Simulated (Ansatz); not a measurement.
# AlClFH6NSi: two geometries relaxed

Are the two ends of the reaction (ligand exchange) separate minima, and which lies lower? Each is relaxed from a guess. Meant to form: Al1–N5, H11–F2; to break: Al1–F2, H11–N5. The start is a guess near the saddle point, from which both ends are pulled out.

All numbers below are computed with Ansatz 0.2.0 (RKS B3LYP-D4/def2-SVP).

## 1. The system as given

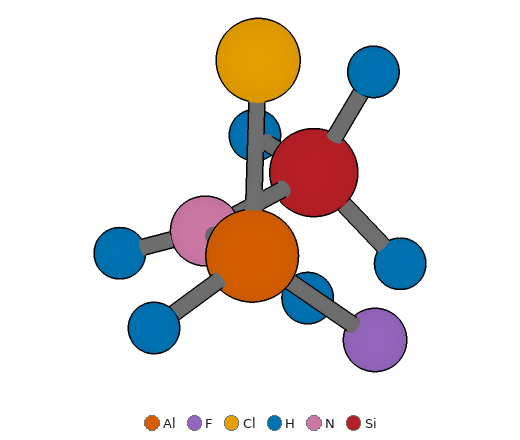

The starting structure, seen from a free direction (aluminium orange, fluorine purple, chlorine amber, hydrogen blue, nitrogen pink, silicon red).

Coordinates:

```xyz
11

Al    0.0000    0.0000    0.0000
F     0.0000    0.0000    2.0400
Cl    1.9312    0.0000   -1.1150
H    -1.3510    0.0000   -0.7800
N     0.4669   -2.0544    0.7000
H    -0.1002   -2.8768    0.3456
Si    1.8235   -2.3265    1.8825
H     2.1664   -3.7453    1.9126
H     2.9913   -1.5529    1.4709
H     1.4025   -1.8999    3.2138
H     0.2736   -1.2039    1.7877
```

## 2. A restrained relaxation towards end A

Springs on the bonds that form and break draw the guess towards this end; the thresholds are loose.

input.yaml reads:

```yaml
crystal:
  periodic: [false, false, false]
  atoms:
    - { symbol: Al, position_ang: [0.0, 0.0, 0.0] }
    - { symbol: F, position_ang: [0.0, 0.0, 2.04] }
    - { symbol: Cl, position_ang: [1.9312, 0.0, -1.115] }
    - { symbol: H, position_ang: [-1.351, 0.0, -0.78] }
    - { symbol: "N", position_ang: [0.4669, -2.0544, 0.7] }
    - { symbol: H, position_ang: [-0.1002, -2.8768, 0.3456] }
    - { symbol: Si, position_ang: [1.8235, -2.3265, 1.8825] }
    - { symbol: H, position_ang: [2.1664, -3.7453, 1.9126] }
    - { symbol: H, position_ang: [2.9913, -1.5529, 1.4709] }
    - { symbol: H, position_ang: [1.4025, -1.8999, 3.2138] }
    - { symbol: H, position_ang: [0.2736, -1.2039, 1.7877] }
basis:
  gaussian: { orbitals: def2-SVP }
hamiltonian:
  xc: b3lyp
  dispersion: d4
relax:
  f_tol: 0.15
  max_steps: 25
  restrain:
    - { distance: [0, 4], at: 3.12, k: 30.0 }
    - { distance: [10, 1], at: 2.12, k: 30.0 }
    - { distance: [0, 1], at: 1.69, k: 30.0 }
    - { distance: [10, 4], at: 1.06, k: 30.0 }
output:
  orbitals: {}
```

Launch:

```bash
$ ansatz run input.yaml --threads 4 --pin off --max-ram 5120MiB --backend cpu --events-out ev --progress --plain --runs-dir out
```

The log of the run, shortened:

```text
Warning: RAYON_NUM_THREADS=4 ignored (pool sized by the plan → 4); use --threads N
[...]
Functional definition: B3LYP
[...]
1147 factors; integrals over basis functions are off by at most 5.8e-4 eV
[...]
mean field -31293.57319477 eV, -1150.0176033620 hartree, gradient 4.3e-5 eV, S^2 0.000000; 0 other end points of the search recorded, 0 dependent functions left out
[...]
reference -31293.57348843 eV, -1150.0176141537 hartree; 33, 33 occupied and 79, 79 virtual orbitals, 1147 factors
relax step   1: F+E_penalty+E_count = -31294.01236622 eV  Δ(F+E_penalty+E_count) = +0.000e0 eV  max|allowed force component| = 3.110e0 eV/Å  E_restraint = 26.75300551 eV  max|allowed force component, restraints' pulls added| = 3.146e1 eV/Å  Δτ_max = 0.0000 Å  (27 SCF iters, accepted)
[...]
relax step   3: F+E_penalty+E_count = -31294.72595671 eV  Δ(F+E_penalty+E_count) = -5.199e-1 eV  max|allowed force component| = 2.748e0 eV/Å  E_restraint = 2.72680221 eV  max|allowed force component, restraints' pulls added| = 7.741e0 eV/Å  Δτ_max = 0.1947 Å  (30 SCF iters, accepted)
[...]
relax step   5: F+E_penalty+E_count = -31295.93229784 eV  Δ(F+E_penalty+E_count) = -6.444e-1 eV  max|allowed force component| = 2.446e0 eV/Å  E_restraint = 0.03745817 eV  max|allowed force component, restraints' pulls added| = 1.662e0 eV/Å  Δτ_max = 0.1949 Å  (27 SCF iters, accepted)
[...]
relax step   7: F+E_penalty+E_count = -31296.29759980 eV  Δ(F+E_penalty+E_count) = -1.191e-1 eV  max|allowed force component| = 1.425e0 eV/Å  E_restraint = 0.01127117 eV  max|allowed force component, restraints' pulls added| = 8.787e-1 eV/Å  Δτ_max = 0.1975 Å  (28 SCF iters, accepted)
[...]
relax step   8: F+E_penalty+E_count = -31296.33724640 eV  Δ(F+E_penalty+E_count) = -3.965e-2 eV  max|allowed force component| = 9.388e-1 eV/Å  E_restraint = 0.01219315 eV  max|allowed force component, restraints' pulls added| = 5.367e-1 eV/Å  Δτ_max = 0.1855 Å  (28 SCF iters, accepted)
[...]
relax step   9: F+E_penalty+E_count = -31296.35924160 eV  Δ(F+E_penalty+E_count) = -2.200e-2 eV  max|allowed force component| = 1.426e0 eV/Å  E_restraint = 0.03157558 eV  max|allowed force component, restraints' pulls added| = 1.107e0 eV/Å  Δτ_max = 0.1923 Å  (28 SCF iters, accepted)
  distance Al 0 - N 4 = 3.0787 Å
  distance H 10 - F 1 = 2.1090 Å
  distance Al 0 - F 1 = 1.7010 Å
  distance H 10 - N 4 = 1.0475 Å
[...]
1147 factors; integrals over basis functions are off by at most 6.7e-4 eV
mean field -31296.03191285 eV, -1150.1079595849 hartree, gradient 1.2e-5 eV, S^2 0.000000; 0 other end points of the search recorded, 0 dependent functions left out
[...]
reference -31296.03222031 eV, -1150.1079708838 hartree; 33, 33 occupied and 79, 79 virtual orbitals, 1147 factors
```

## 3. More of the same log: pulled along the bonds that form and break, towards end A

Output, continued:

```text
relax step  10: F+E_penalty+E_count = -31296.40941499 eV  Δ(F+E_penalty+E_count) = -5.017e-2 eV  max|allowed force component| = 9.436e-1 eV/Å  E_restraint = 0.01542624 eV  max|allowed force component, restraints' pulls added| = 1.730e-1 eV/Å  Δτ_max = 0.2000 Å  (28 SCF iters, accepted)
  distance Al 0 - N 4 = 3.0987 Å
  distance H 10 - F 1 = 2.1285 Å
  distance Al 0 - F 1 = 1.6839 Å
  distance H 10 - N 4 = 1.0384 Å
these checks for a lower state are left out or cut short: starts, cluster_reference, orbital_swaps, neighbouring_geometries, increment
1147 factors; integrals over basis functions are off by at most 6.7e-4 eV
mean field -31296.05173923 eV, -1150.1086881909 hartree, gradient 2.3e-5 eV, S^2 0.000000; 0 other end points of the search recorded, 0 dependent functions left out
the calculation of the forces begins
reference -31296.05204926 eV, -1150.1086995844 hartree; 33, 33 occupied and 79, 79 virtual orbitals, 1147 factors
relax step  11: F+E_penalty+E_count = -31296.42978894 eV  Δ(F+E_penalty+E_count) = -2.037e-2 eV  max|allowed force component| = 1.052e0 eV/Å  E_restraint = 0.01445475 eV  max|allowed force component, restraints' pulls added| = 5.613e-2 eV/Å  Δτ_max = 0.1867 Å  (26 SCF iters, accepted)
  distance Al 0 - N 4 = 3.0995 Å
  distance H 10 - F 1 = 2.1239 Å
  distance Al 0 - F 1 = 1.6849 Å
  distance H 10 - N 4 = 1.0376 Å
these checks for a lower state are left out or cut short: starts, cluster_reference, orbital_swaps, neighbouring_geometries, increment
1147 factors; integrals over basis functions are off by at most 7.4e-4 eV
mean field -31296.06412864 eV, -1150.1091434932 hartree, gradient 1.8e-5 eV, S^2 0.000000; 0 other end points of the search recorded, 0 dependent functions left out
the calculation of the forces begins
reference -31296.06444026 eV, -1150.1091549451 hartree; 33, 33 occupied and 79, 79 virtual orbitals, 1147 factors
relax step  12: F+E_penalty+E_count = -31296.43936724 eV  Δ(F+E_penalty+E_count) = -9.578e-3 eV  max|allowed force component| = 1.109e0 eV/Å  E_restraint = 0.01796147 eV  max|allowed force component, restraints' pulls added| = 6.746e-1 eV/Å  Δτ_max = 0.1952 Å  (27 SCF iters, accepted)
  distance Al 0 - N 4 = 3.1059 Å
  distance H 10 - F 1 = 2.1446 Å
  distance Al 0 - F 1 = 1.6915 Å
  distance H 10 - N 4 = 1.0402 Å
these checks for a lower state are left out or cut short: starts, cluster_reference, orbital_swaps, neighbouring_geometries, increment
1147 factors; integrals over basis functions are off by at most 7.5e-4 eV
mean field evaluation 96: about -31296.0374 eV, gradient 2.1e0 eV
mean field -31296.07005259 eV, -1150.1093611946 hartree, gradient 5.9e-6 eV, S^2 0.000000; 0 other end points of the search recorded, 0 dependent functions left out
the calculation of the forces begins
reference -31296.07036455 eV, -1150.1093726589 hartree; 33, 33 occupied and 79, 79 virtual orbitals, 1147 factors
relax step  13: F+E_penalty+E_count = -31296.44643257 eV  Δ(F+E_penalty+E_count) = -7.065e-3 eV  max|allowed force component| = 1.037e0 eV/Å  E_restraint = 0.01283401 eV  max|allowed force component, restraints' pulls added| = 2.777e-1 eV/Å  Δτ_max = 0.0653 Å  (28 SCF iters, accepted)
  distance Al 0 - N 4 = 3.0999 Å
  distance H 10 - F 1 = 2.1189 Å
  distance Al 0 - F 1 = 1.6816 Å
  distance H 10 - N 4 = 1.0405 Å
these checks for a lower state are left out or cut short: starts, cluster_reference, orbital_swaps, neighbouring_geometries, increment
1147 factors; integrals over basis functions are off by at most 7.0e-4 eV
mean field -31296.08358408 eV, -1150.1098584674 hartree, gradient 2.0e-5 eV, S^2 0.000000; 0 other end points of the search recorded, 0 dependent functions left out
the calculation of the forces begins
reference -31296.08389838 eV, -1150.1098700179 hartree; 33, 33 occupied and 79, 79 virtual orbitals, 1147 factors
relax step  14: F+E_penalty+E_count = -31296.45923258 eV  Δ(F+E_penalty+E_count) = -1.280e-2 eV  max|allowed force component| = 9.406e-1 eV/Å  E_restraint = 0.01464748 eV  max|allowed force component, restraints' pulls added| = 1.789e-1 eV/Å  Δτ_max = 0.1629 Å  (26 SCF iters, accepted)
  distance Al 0 - N 4 = 3.0993 Å
  distance H 10 - F 1 = 2.1235 Å
  distance Al 0 - F 1 = 1.6841 Å
  distance H 10 - N 4 = 1.0377 Å
these checks for a lower state are left out or cut short: starts, cluster_reference, orbital_swaps, neighbouring_geometries, increment
1147 factors; integrals over basis functions are off by at most 6.6e-4 eV
mean field -31296.08824275 eV, -1150.1100296707 hartree, gradient 9.5e-6 eV, S^2 0.000000; 0 other end points of the search recorded, 0 dependent functions left out
the calculation of the forces begins
reference -31296.08855808 eV, -1150.1100412587 hartree; 33, 33 occupied and 79, 79 virtual orbitals, 1147 factors
relax step  15: F+E_penalty+E_count = -31296.45986039 eV  Δ(F+E_penalty+E_count) = -6.278e-4 eV  max|allowed force component| = 9.011e-1 eV/Å  E_restraint = 0.01582665 eV  max|allowed force component, restraints' pulls added| = 3.784e-1 eV/Å  Δτ_max = 0.1671 Å  (28 SCF iters, rejected (line search))
  distance Al 0 - N 4 = 3.1058 Å
  distance H 10 - F 1 = 2.1398 Å
  distance Al 0 - F 1 = 1.6845 Å
  distance H 10 - N 4 = 1.0393 Å
these checks for a lower state are left out or cut short: starts, cluster_reference, orbital_swaps, neighbouring_geometries, increment
1147 factors; integrals over basis functions are off by at most 6.8e-4 eV
mean field -31296.09353407 eV, -1150.1102241231 hartree, gradient 5.7e-6 eV, S^2 0.000000; 0 other end points of the search recorded, 0 dependent functions left out
the calculation of the forces begins
reference -31296.09384904 eV, -1150.1102356977 hartree; 33, 33 occupied and 79, 79 virtual orbitals, 1147 factors
relax step  16: F+E_penalty+E_count = -31296.46732422 eV  Δ(F+E_penalty+E_count) = -8.092e-3 eV  max|allowed force component| = 9.522e-1 eV/Å  E_restraint = 0.01448287 eV  max|allowed force component, restraints' pulls added| = 9.081e-2 eV/Å  Δτ_max = 0.0831 Å  (29 SCF iters, accepted)
  distance Al 0 - N 4 = 3.0991 Å
  distance H 10 - F 1 = 2.1239 Å
  distance Al 0 - F 1 = 1.6841 Å
  distance H 10 - N 4 = 1.0381 Å
these checks for a lower state are left out or cut short: starts, cluster_reference, orbital_swaps, neighbouring_geometries, increment
1147 factors; integrals over basis functions are off by at most 6.3e-4 eV
mean field evaluation 128: about -31296.0971 eV, gradient 1.2e-4 eV
mean field -31296.09714164 eV, -1150.1103566988 hartree, gradient 6.0e-6 eV, S^2 0.000000; 0 other end points of the search recorded, 0 dependent functions left out
the calculation of the forces begins
reference -31296.09745690 eV, -1150.1103682844 hartree; 33, 33 occupied and 79, 79 virtual orbitals, 1147 factors
relax step  17: F+E_penalty+E_count = -31296.47045951 eV  Δ(F+E_penalty+E_count) = -3.135e-3 eV  max|allowed force component| = 9.269e-1 eV/Å  E_restraint = 0.01361551 eV  max|allowed force component, restraints' pulls added| = 9.464e-2 eV/Å  Δτ_max = 0.0975 Å  (29 SCF iters, accepted)
  distance Al 0 - N 4 = 3.1002 Å
  distance H 10 - F 1 = 2.1261 Å
  distance Al 0 - F 1 = 1.6852 Å
  distance H 10 - N 4 = 1.0387 Å
1147 factors; integrals over basis functions are off by at most 6.3e-4 eV
mean field -31296.09714164 eV, -1150.1103566988 hartree, gradient 6.0e-6 eV, S^2 0.000000; 1 other end points of the search recorded, 0 dependent functions left out
the calculation of the forces begins
reference -31296.09745690 eV, -1150.1103682844 hartree; 33, 33 occupied and 79, 79 virtual orbitals, 1147 factors
Total energy: -31296.47077477 eV, -1150.1240874631 hartree
Atom 0 at    -0.025269     0.279590    -0.392630 Å, force     0.036115    -0.521111     0.587259 eV/Å
Atom 1 at    -0.587075     0.563231     1.170612 Å, force     0.018976     0.123680    -0.239096 eV/Å
Atom 2 at     1.972581     0.797413    -0.770454 Å, force    -0.020054     0.007216    -0.007566 eV/Å
Atom 3 at    -1.030119    -0.170812    -1.500611 Å, force     0.004128     0.019349    -0.003495 eV/Å
Atom 4 at     0.343932    -2.164194     1.478990 Å, force    -0.367383     0.926935    -0.063858 eV/Å
Atom 5 at    -0.329111    -2.923121     1.386650 Å, force     0.024875     0.025632     0.005328 eV/Å
Atom 6 at     1.985047    -2.578109     1.951601 Å, force     0.004913    -0.016578    -0.008491 eV/Å
Atom 7 at     2.370224    -3.785049     1.159747 Å, force    -0.013565     0.062576     0.035287 eV/Å
Atom 8 at     2.865609    -1.424612     1.615945 Å, force    -0.015639    -0.035106     0.030965 eV/Å
Atom 9 at     2.147774    -2.897386     3.408950 Å, force     0.000617     0.007585    -0.073644 eV/Å
Atom 10 at    -0.109394    -1.356652     1.949299 Å, force     0.327018    -0.600177    -0.262689 eV/Å
Dipole moment:    -0.260979    -0.285585     0.020323 e Å
```

It took 35 s on 4 threads of Arm Neoverse V1, shared host; peak memory 0.27 GiB.

The steps of the relaxation:

```
step  energy from step 1 (eV)  largest force component (eV/Å)
   1                   0.0000                          3.1099
   2                  -0.1936                          3.9331
   3                  -0.7136                          2.7477
   4                  -1.2755                          2.2569
   5                  -1.9199                          2.4458
   6                  -2.1661                          1.7889
   7                  -2.2852                          1.4246
   8                  -2.3249                          0.9388
   9                  -2.3469                          1.4263
  10                  -2.3970                          0.9436
  11                  -2.4174                          1.0520
  12                  -2.4270                          1.1089
  13                  -2.4341                          1.0371
  14                  -2.4469                          0.9406
 15x                  -2.4475                          0.9011
  16                  -2.4550                          0.9522
  17                  -2.4581                          0.9269
```

Step 1 is the start. 1 step was tried and not accepted (15; marked x where the table lists them). Energies and forces in the table leave out the springs, which the log lists apart; the run stops on the force with the springs' pull added.

After: Bond lengths: Al1–F2 1.685 Å, Al1–Cl3 2.098 Å, Al1–H4 1.562 Å, N5–H6 1.019 Å, N5–Si7 1.757 Å, Si7–H8 1.494 Å, Si7–H9 1.490 Å, Si7–H10 1.501 Å, N5–H11 1.039 Å. Angles: F2–Al1–Cl3 116.3°, F2–Al1–H4 119.5°, Cl3–Al1–H4 123.8°, H6–N5–Si7 117.8°, H6–N5–H11 109.4°, Si7–N5–H11 118.0°, N5–Si7–H8 106.8°, N5–Si7–H9 108.0°, N5–Si7–H10 114.4°, H8–Si7–H9 110.7°, H8–Si7–H10 108.4°, H9–Si7–H10 108.6°.

Pairs that crossed the distance rule for bonds on the way: came closer N5–H11; moved apart Al1–N5.

## 4. End point A

It starts where the restrained run ended.

input.yaml reads:

```yaml
crystal:
  periodic: [false, false, false]
  atoms:
    - { symbol: Al, position_ang: [-0.025269, 0.27959, -0.39263] }
    - { symbol: F, position_ang: [-0.587075, 0.563231, 1.170612] }
    - { symbol: Cl, position_ang: [1.972581, 0.797413, -0.770454] }
    - { symbol: H, position_ang: [-1.030119, -0.170812, -1.500611] }
    - { symbol: "N", position_ang: [0.343932, -2.164194, 1.47899] }
    - { symbol: H, position_ang: [-0.329111, -2.923121, 1.38665] }
    - { symbol: Si, position_ang: [1.985047, -2.578109, 1.951601] }
    - { symbol: H, position_ang: [2.370224, -3.785049, 1.159747] }
    - { symbol: H, position_ang: [2.865609, -1.424612, 1.615945] }
    - { symbol: H, position_ang: [2.147774, -2.897386, 3.40895] }
    - { symbol: H, position_ang: [-0.109394, -1.356652, 1.949299] }
basis:
  gaussian: { orbitals: def2-SVP }
hamiltonian:
  xc: b3lyp
  dispersion: d4
relax:
  f_tol: 0.03
  max_steps: 50
```

Launch:

```bash
$ ansatz run input.yaml --threads 4 --pin off --max-ram 5120MiB --backend cpu --events-out ev --progress --plain --runs-dir out
```

The log of the run, shortened:

```text
Warning: RAYON_NUM_THREADS=4 ignored (pool sized by the plan → 4); use --threads N
[...]
[... 1 set-up line as earlier in the session ...]
[...]
1143 factors; integrals over basis functions are off by at most 4.4e-4 eV
[...]
mean field -31296.09713535 eV, -1150.1103564675 hartree, gradient 5.7e-5 eV, S^2 0.000000; 0 other end points of the search recorded, 0 dependent functions left out
[...]
reference -31296.09744788 eV, -1150.1103679528 hartree; 33, 33 occupied and 79, 79 virtual orbitals, 1143 factors
relax step   1: F+E_penalty+E_count = -31296.47045321 eV  Δ(F+E_penalty+E_count) = +0.000e0 eV  max|allowed force component| = 9.269e-1 eV/Å  Δτ_max = 0.0000 Å  (26 SCF iters, accepted)
[...]
relax step   4: F+E_penalty+E_count = -31297.20289640 eV  Δ(F+E_penalty+E_count) = -2.970e-1 eV  max|allowed force component| = 1.068e0 eV/Å  Δτ_max = 0.1951 Å  (29 SCF iters, accepted)
[...]
Atom 1 at    -0.532154     0.903036     0.969893 Å, force     0.004980    -0.015527    -0.006113 eV/Å
Atom 2 at     2.080747    -0.001567    -0.687222 Å, force    -0.005110     0.000649     0.002780 eV/Å
Atom 3 at    -0.960655    -0.963190    -1.060653 Å, force    -0.001996     0.000062     0.004337 eV/Å
Atom 4 at     0.304800    -1.703048     1.428701 Å, force    -0.006667     0.013146     0.008318 eV/Å
Atom 5 at    -0.359389    -2.463088     1.248694 Å, force     0.002213    -0.000730    -0.002513 eV/Å
Atom 6 at     1.979583    -2.350102     1.763950 Å, force     0.023108    -0.012615     0.003304 eV/Å
Atom 7 at     2.451087    -3.004542     0.524307 Å, force    -0.003229     0.000504     0.010146 eV/Å
Atom 8 at     2.810534    -1.214748     2.215126 Å, force    -0.008940     0.003800    -0.007012 eV/Å
Atom 9 at     1.839376    -3.354367     2.856734 Å, force    -0.009491     0.002937    -0.010624 eV/Å
Atom 10 at    -0.064692    -1.195244     2.241555 Å, force     0.002156    -0.002657    -0.001891 eV/Å
Dipole moment:     0.001889    -0.962169     0.718810 e Å
```

It took 31 s on 4 threads of Arm Neoverse V1, shared host; peak memory 0.26 GiB.

The steps of the relaxation:

```
step  energy from step 1 (eV)  largest force component (eV/Å)
   1                   0.0000                          0.9269
   2                  -0.1712                          0.7980
   3                  -0.4355                          1.1227
   4                  -0.7324                          1.0677
   5                  -0.7892                          1.5275
   6                  -0.8015                          1.5379
   7                  -0.9459                          0.4201
   8                  -0.9686                          0.1405
   9                  -0.9935                          0.3430
  10                  -1.0090                          0.3380
  11                  -1.0254                          0.1899
 12x                  -1.0113                          0.3243
  13                  -1.0319                          0.0475
  14                  -1.0333                          0.0354
  15                  -1.0335                          0.0231
```

Step 1 is the start. 1 step was tried and not accepted (12; marked x where the table lists them).

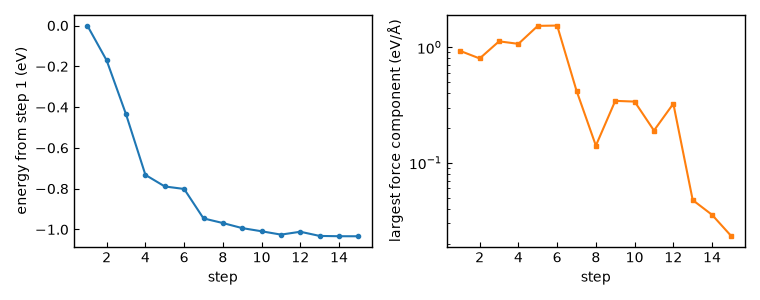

How energy and force went from step to step.

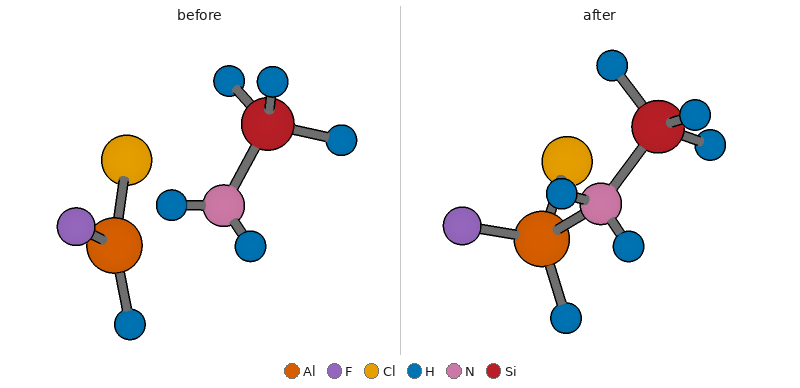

Before and after, at one scale.

After: Bond lengths: Al1–F2 1.688 Å, Al1–Cl3 2.148 Å, Al1–H4 1.578 Å, Al1–N5 2.040 Å, N5–H6 1.025 Å, N5–Si7 1.826 Å, Si7–H8 1.479 Å, Si7–H9 1.478 Å, Si7–H10 1.491 Å, N5–H11 1.027 Å. Angles (14 of 18 angles, heavy atoms first): F2–Al1–Cl3 113.8°, F2–Al1–N5 95.8°, Cl3–Al1–N5 101.5°, Al1–N5–Si7 119.1°, F2–Al1–H4 117.4°, Cl3–Al1–H4 118.2°, H4–Al1–N5 105.3°, Al1–N5–H6 107.4°, Al1–N5–H11 100.9°, H6–N5–Si7 111.3°, Si7–N5–H11 111.1°, N5–Si7–H8 107.2°, N5–Si7–H9 107.4°, N5–Si7–H10 106.7°.

Pairs that crossed the distance rule for bonds on the way: came closer Al1–N5.

(Part 1 of 2 ends here.)
